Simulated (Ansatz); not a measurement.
**TaH4SCl3O2: geometry relaxation (part 2 of 2)**

TaH4SCl3O2; RHF/def2-SVP (Ansatz 0.2.0). It belongs to a series of runs on one base structure; here: end point A relaxed.

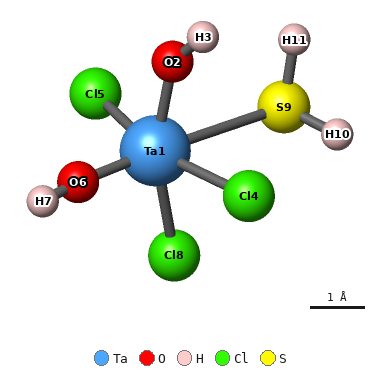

Fig. 1: The geometry at step 12 of the log (ball-and-stick view, seen at a tilt; atoms are numbered from 1 in the order of the input).

### Trajectory as extended XYZ, continued
```
11
Properties=species:S:1:pos:R:3:forces:R:3 step=7 energy=-53989.49872
Ta   -0.1040    0.0212   -0.0795   -0.0659   0.0224  -0.0441
O     1.7578    0.3533    0.0196    0.0148  -0.0461   0.2367
H     2.3981    0.2034    0.7032   -0.0725   0.0658  -0.1940
Cl    0.1489   -0.8887    2.1365    0.0528  -0.0533   0.0115
Cl   -0.0631    0.3918   -2.4037    0.0593   0.0151  -0.0851
O    -0.9029    1.5841    0.4348    0.1106  -0.0228   0.0872
H    -1.2223    2.2608    1.0123    0.0171  -0.0333  -0.0874
Cl   -1.9895   -1.3910   -0.3158   -0.1360  -0.0522   0.0318
S     1.1011   -2.7751   -1.0721    0.6392   0.2170   0.0321
H     1.4344   -3.3586    0.0868   -0.0791   0.0577  -0.0918
H     2.3679   -2.3861   -1.3583   -0.5403  -0.1702   0.1029
11
Properties=species:S:1:pos:R:3:forces:R:3 step=8 energy=-53989.50814
Ta   -0.0658   -0.0499   -0.0993    0.2651  -0.0458  -0.1036
O     1.7829    0.3718    0.0253   -0.0752  -0.0875   0.2158
H     2.4463    0.2321    0.6882   -0.1075   0.0830  -0.1761
Cl    0.1979   -0.9720    2.1134    0.0498  -0.0545   0.0476
Cl   -0.0100    0.3268   -2.4277    0.0079   0.0526  -0.0930
O    -0.8746    1.4991    0.4215   -0.1003   0.2841   0.2326
H    -1.1895    2.1854    0.9905    0.0049  -0.0459  -0.1270
Cl   -1.9811   -1.4442   -0.3212   -0.1818   0.0082   0.0408
S     1.0297   -2.6011   -1.0230    0.1500  -0.1694  -0.1775
H     1.2916   -3.2344    0.1232    0.0846   0.0256  -0.0135
H     2.2991   -2.2987   -1.3271   -0.0976  -0.0505   0.1539
11
Properties=species:S:1:pos:R:3:forces:R:3 step=9 energy=-53989.52697
Ta   -0.0866   -0.0529   -0.1063   -0.1065   0.1323  -0.0854
O     1.7609    0.3474    0.0018   -0.0053  -0.0746   0.1550
H     2.4266    0.2264    0.6635   -0.0280   0.0633  -0.0933
Cl    0.2022   -0.9880    2.1050    0.0262  -0.0358  -0.0750
Cl   -0.0306    0.3381   -2.4390   -0.0447  -0.0009   0.0628
O    -0.8645    1.5140    0.4331    0.0656  -0.1100   0.0413
H    -1.1631    2.2035    1.0052   -0.0086  -0.0062  -0.0731
Cl   -2.0340   -1.4219   -0.3024    0.0711   0.0763   0.0055
S     1.0755   -2.6617   -1.0744    0.3095   0.0875   0.1299
H     1.2921   -3.2325    0.1165   -0.0124  -0.0183  -0.0911
H     2.3479   -2.2574   -1.2391   -0.2670  -0.1135   0.0234
11
Properties=species:S:1:pos:R:3:forces:R:3 step=10 energy=-53989.52153 accepted=F
Ta   -0.0812   -0.0237   -0.1136    0.0542  -0.2133   0.2923
O     1.7492    0.4051    0.0023    0.2008   0.1220   0.1434
H     2.4961    0.3979    0.5875   -0.2507  -0.0411  -0.2141
Cl    0.2696   -1.1442    2.0082   -0.1191   0.1520   0.0255
Cl   -0.0832    0.3954   -2.4294    0.0794  -0.0149  -0.1143
O    -0.8742    1.5055    0.4873    0.0194   0.1602   0.1968
H    -1.2169    2.2296    0.9910    0.0540  -0.1551  -0.1499
Cl   -2.0520   -1.3428   -0.3462   -0.0243  -0.0564   0.0273
S     1.0939   -2.6791   -1.0175    0.0317  -0.0778  -0.2030
H     1.2391   -3.3644    0.1198   -0.0656   0.1114   0.0070
H     2.3859   -2.3643   -1.1254    0.0202   0.0130  -0.0111
11
Properties=species:S:1:pos:R:3:forces:R:3 step=11 energy=-53989.54240
Ta   -0.0843   -0.0465   -0.0994    0.0636   0.0046  -0.0199
O     1.7534    0.3734    0.0125   -0.0695   0.0186   0.0150
H     2.4637    0.3103    0.6307    0.0376  -0.0002  -0.0026
Cl    0.2261   -1.0655    2.0704   -0.0121   0.0104  -0.0130
Cl   -0.0563    0.3535   -2.4239    0.0049   0.0176  -0.0633
O    -0.8645    1.5065    0.4578    0.0167   0.0088   0.1163
H    -1.1880    2.2204    0.9835   -0.0104  -0.0076  -0.0648
Cl   -2.0395   -1.3913   -0.3139   -0.0104  -0.0236   0.0097
S     1.0936   -2.6645   -1.0688   -0.0473   0.0059   0.0036
H     1.2444   -3.2582    0.1171    0.0340  -0.0336  -0.0131
H     2.3777   -2.3230   -1.2020   -0.0070  -0.0009   0.0322
11
Properties=species:S:1:pos:R:3:forces:R:3 step=12 energy=-53989.54772
Ta   -0.0719   -0.0354   -0.0853   -0.0690   0.1078   0.2158
O     1.7447    0.4304    0.0425    0.2126  -0.1151   0.0605
H     2.5309    0.3149    0.5567   -0.1596   0.0561  -0.1014
Cl    0.2420   -1.1055    2.0560    0.0083  -0.0092   0.0158
Cl   -0.0513    0.3831   -2.4112   -0.0034  -0.0083  -0.0465
O    -0.8602    1.4992    0.5072   -0.0406   0.0316  -0.0018
H    -1.2664    2.2414    0.9271    0.0416  -0.1010  -0.0740
Cl   -2.0316   -1.3803   -0.3091    0.0076   0.0033  -0.0281
S     1.0899   -2.6594   -1.0602    0.0088  -0.0055  -0.0015
H     1.2146   -3.3181    0.0955   -0.0325   0.0319  -0.0228
H     2.3857   -2.3552   -1.1553    0.0261   0.0083  -0.0160
11
Properties=species:S:1:pos:R:3:forces:R:3 step=13 energy=-53989.54973
Ta   -0.0598   -0.0376   -0.0246   -0.0897  -0.1889  -0.1763
O     1.7555    0.4039    0.0711    0.1298   0.0662  -0.0003
H     2.5784    0.3684    0.5293    0.0039  -0.0076   0.0017
Cl    0.2556   -1.1257    2.0998   -0.0130   0.0144  -0.0028
Cl   -0.0548    0.3544   -2.3727   -0.0147   0.0404   0.1072
O    -0.8415    1.5090    0.5330   -0.0737   0.1289   0.0638
H    -1.3295    2.2697    0.8056    0.0374  -0.0804  -0.0308
Cl   -2.0265   -1.3758   -0.2626    0.0203   0.0314   0.0082
S     1.0997   -2.6273   -1.1035    0.0052  -0.0298   0.0407
H     1.1481   -3.3983   -0.0124    0.0177   0.0636  -0.0243
H     2.4012   -2.3257   -1.0991   -0.0231  -0.0382   0.0128
11
Properties=species:S:1:pos:R:3:forces:R:3 step=14 energy=-53989.55505
Ta   -0.0320   -0.0387   -0.0378    0.0008   0.1220   0.0196
O     1.7901    0.4022    0.0552    0.0150  -0.0213   0.0247
H     2.5993    0.3882    0.5393   -0.0151  -0.0093  -0.0142
Cl    0.2636   -1.1215    2.0913    0.0188  -0.0368  -0.0010
Cl   -0.0421    0.3956   -2.3677    0.0104  -0.0119  -0.0326
O    -0.8009    1.5113    0.5450    0.1276  -0.0869  -0.0417
H    -1.4267    2.1679    0.7955   -0.1028   0.0874   0.0349
Cl   -2.0385   -1.3070   -0.2686   -0.0326  -0.0750  -0.0063
S     1.0765   -2.6526   -1.0887   -0.0091   0.0159   0.0146
H     1.1571   -3.3641    0.0385   -0.0051   0.0174   0.0017
H     2.3799   -2.3663   -1.1383   -0.0079  -0.0015   0.0003
11
Properties=species:S:1:pos:R:3:forces:R:3 step=15 energy=-53989.55462 accepted=F
Ta   -0.0246   -0.0414   -0.0417    0.0964   0.0905   0.0176
O     1.7983    0.3962    0.0566    0.0203  -0.0028   0.0333
H     2.6117    0.3737    0.5348   -0.0581  -0.0074  -0.0338
Cl    0.2719   -1.1367    2.0811    0.0085  -0.0376   0.0325
Cl   -0.0352    0.4001   -2.3698   -0.0008   0.0037  -0.0407
O    -0.7878    1.5087    0.5513   -0.3099   0.3348   0.1021
H    -1.4545    2.1438    0.7880    0.2941  -0.2977  -0.1059
Cl   -2.0339   -1.3089   -0.2724   -0.0327  -0.0477  -0.0067
S     1.0634   -2.6337   -1.0807    0.0292  -0.0650   0.0511
H     1.1445   -3.3119    0.0683   -0.0078   0.0076  -0.0515
H     2.3725   -2.3747   -1.1516   -0.0392   0.0216   0.0019
11
Properties=species:S:1:pos:R:3:forces:R:3 step=16 energy=-53989.55685
Ta   -0.0309   -0.0371   -0.0403    0.0127   0.0133  -0.0011
O     1.7907    0.4012    0.0591    0.0140  -0.0013   0.0071
H     2.6037    0.3738    0.5367   -0.0238  -0.0079  -0.0141
Cl    0.2705   -1.1359    2.0814    0.0047  -0.0080   0.0172
Cl   -0.0383    0.3960   -2.3720    0.0041  -0.0041  -0.0016
O    -0.8010    1.5111    0.5451   -0.0064   0.0310   0.0059
H    -1.4270    2.1715    0.7949    0.0053  -0.0219  -0.0059
Cl   -2.0287   -1.3253   -0.2732   -0.0199  -0.0104  -0.0024
S     1.0659   -2.6447   -1.0824    0.0255   0.0029   0.0178
H     1.1528   -3.3394    0.0553   -0.0068   0.0184  -0.0184
H     2.3686   -2.3562   -1.1408   -0.0093  -0.0119  -0.0045
11
Properties=species:S:1:pos:R:3:forces:R:3 step=17 energy=-53989.55738
Ta   -0.0254   -0.0300   -0.0425    0.0291   0.0129   0.0139
O     1.7993    0.4054    0.0526   -0.0249  -0.0020  -0.0040
H     2.5939    0.3571    0.5584    0.0041  -0.0018  -0.0032
Cl    0.2893   -1.1219    2.0817   -0.0028  -0.0129   0.0117
Cl   -0.0375    0.3977   -2.3728   -0.0008   0.0053  -0.0099
O    -0.7933    1.5207    0.5451   -0.0008   0.0100  -0.0097
H    -1.4536    2.1505    0.7859    0.0013  -0.0113  -0.0012
Cl   -2.0243   -1.3206   -0.2617   -0.0059  -0.0008   0.0019
S     1.0648   -2.6390   -1.0863    0.0080  -0.0045   0.0003
H     1.1417   -3.3361    0.0498   -0.0003   0.0048  -0.0022
H     2.3712   -2.3688   -1.1460   -0.0070   0.0003   0.0025
```

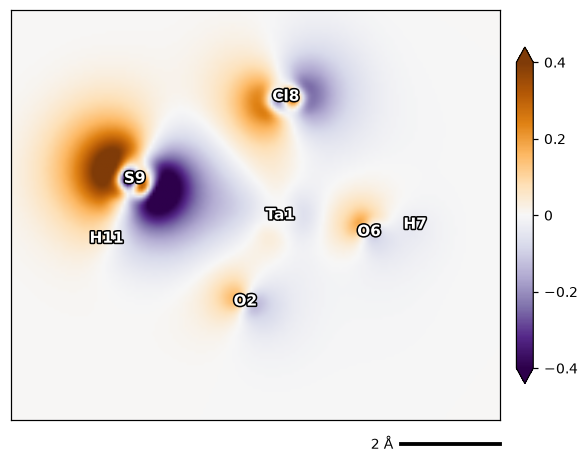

Fig. 2: One frontier orbital on the plane of atoms Cl8, Ta1 and S9 (values in Å⁻³ᐟ²; the overall sign is arbitrary). The HOMO−1, at −11.49 eV.

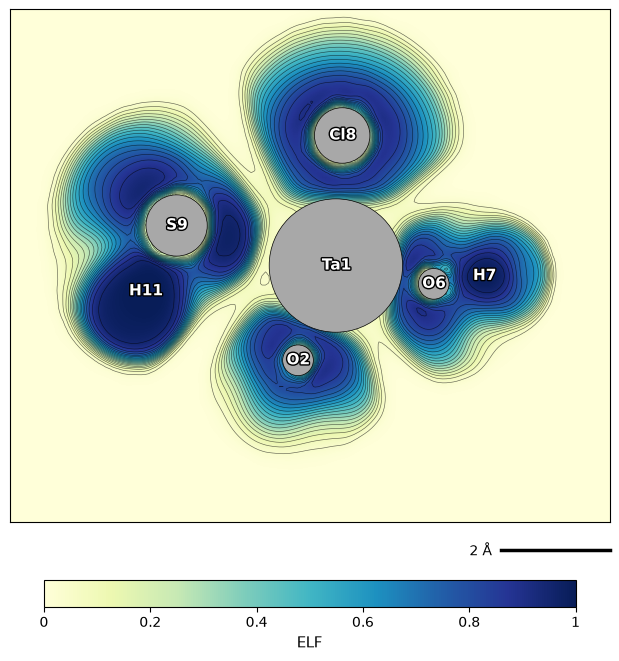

Fig. 3: Electron localisation function on the plane of atoms Cl8, Ta1 and S9. Grey discs, where drawn, cover atomic cores. The section cuts through Ta, O, H, Cl and S sites. Ta–O (1.83 Å): the ELF peaks at about 0.80 in the valence shell of O, 0.5 Å from its nucleus, and drops to about 0.20 between the two atoms. Ta–Cl (2.39 Å): the ELF peaks at about 0.85 in the valence shell of Cl, 0.8 Å from its nucleus, and is about 0.40 at the midpoint. Ta–S (3.01 Å): the ELF peaks at about 1 in the valence shell of S, 1.0 Å from its nucleus, and is about 0.40 at the midpoint (a largely ionic contact). Ta–O (1.88 Å): the ELF peaks at about 0.85 in the valence shell of O, 0.5 Å from its nucleus, and drops to about 0.20 between the two atoms.

The run was set up as follows.

### The input
```yaml
crystal:
  periodic: [false, false, false]
  atoms:
    - { symbol: Ta, position_ang: [-0.221506, 0.06344, -0.084599] }
    - { symbol: O, position_ang: [1.747857, 0.058193, -0.126206] }
    - { symbol: H, position_ang: [2.292448, 0.003109, 0.647266] }
    - { symbol: Cl, position_ang: [0.065456, -0.766507, 2.14382] }
    - { symbol: Cl, position_ang: [-0.167092, 0.426997, -2.399197] }
    - { symbol: O, position_ang: [-0.838766, 1.703822, 0.433864] }
    - { symbol: H, position_ang: [-1.111385, 2.358471, 1.058818] }
    - { symbol: Cl, position_ang: [-2.08203, -1.335845, -0.294151] }
    - { symbol: S, position_ang: [1.420234, -3.052123, -1.208813] }
    - { symbol: H, position_ang: [1.648286, -3.521434, 0.020345] }
    - { symbol: H, position_ang: [2.172799, -1.923123, -1.027246] }
basis:
  gaussian: { orbitals: def2-SVP }
hamiltonian:
  xc: hf
relax:
  f_tol: 0.03
  max_steps: 50
output:
  orbitals: {}
```

Command:
```bash
ansatz run input.yaml --threads 4 --pin off --max-ram 5120MiB --backend cpu --events-out ev --progress --plain --runs-dir out
```

### Key numbers

```csv
quantity,value
outcome,converged
total energy,−53989.5574 eV
mean-field energy,−53989.5574 eV
largest force (length of the vector) at the end,0.035 eV/Å
hardware,"4 threads of AMD EPYC 7571, 32 GiB of memory available, shared host"
wall time,1.7 min (CPU time 6.3 min)
peak memory,0.51 GiB
```
